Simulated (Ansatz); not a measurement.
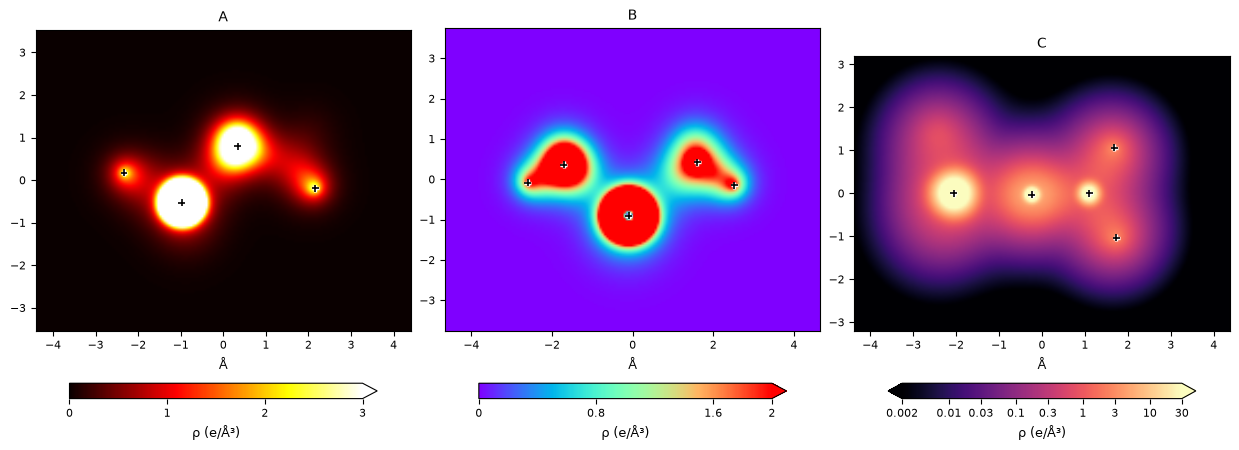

The electron density of 3 systems, each on a plane through atoms (crosses mark nuclei in the plane).

These are results of UKS PBE0-D4/def2-TZVPP (Ansatz), not measurements.

System 1: BGeH5N (doublet), the plane of atoms N2, B1 and H5. Geometry: PBE0-D4/def2-TZVP.

```yaml
atoms:
  - { symbol: B, position_ang: [-0.8107, 1.0442, -1.1698] }
  - { symbol: N, position_ang: [-0.1484, 0.2680, -0.3042] }
  - { symbol: Ge, position_ang: [0.6698, -0.8234, 0.9005] }
  - { symbol: H, position_ang: [-1.7526, 0.6002, -1.7829] }
  - { symbol: H, position_ang: [-0.4714, 2.1899, -1.3459] }
  - { symbol: H, position_ang: [0.8329, -0.0465, 2.2138] }
  - { symbol: H, position_ang: [2.0317, -1.2579, 0.3434] }
  - { symbol: H, position_ang: [-0.2590, -2.0317, 1.0893] }
```

System 2: CH6NSn (SMILES [CH3][SnH][NH2]) (doublet), the plane of atoms C1, Sn2 and N3. Geometry: PBE0-D4/def2-TZVP; core potentials replace the inner electrons of Sn.

```xyz
9

C    -0.8580    0.8655   -0.9394
Sn    0.8816    0.4841    0.2843
N     0.4353   -1.2742    1.2246
H    -1.0553   -0.0302   -1.5309
H    -0.6713    1.7104   -1.6018
H    -1.7203    1.0853   -0.3106
H     2.2315    0.0529   -0.7180
H    -0.3598   -1.2390    1.8499
H     1.2046   -1.7011    1.7247
```

System 3: CH6GeN (doublet), the plane of atoms N2, Ge3 and H8. Geometry: PBE0-D4/def2-TZVP.

```xyz
9

C    -0.4119    0.9821   -0.9249
N    -0.9141   -0.1114   -0.1608
Ge    0.3252   -1.0314    0.8820
H    -1.1346    1.2931   -1.6863
H     0.5628    0.8008   -1.4029
H    -0.2605    1.8476   -0.2569
H     1.7470   -0.9432    0.2833
H    -0.1374   -2.4912    0.9662
H     0.3119   -0.3928    2.2833
```

### Which map belongs to which system?

Panel A is system 3, CH6GeN: the plane holds N, Ge and H. Ge–N (1.86 Å): ρ at the midpoint is about 0.95 e/Å³. Panel B is system 2, CH6NSn: the plane holds C, Sn, N and H. Sn–N (2.04 Å): ρ is about 0.76 e/Å³ halfway. Panel C is system 1, BGeH5N: the plane holds B, N, Ge and H. B–N (1.34 Å): ρ is about 2.1 e/Å³ halfway.
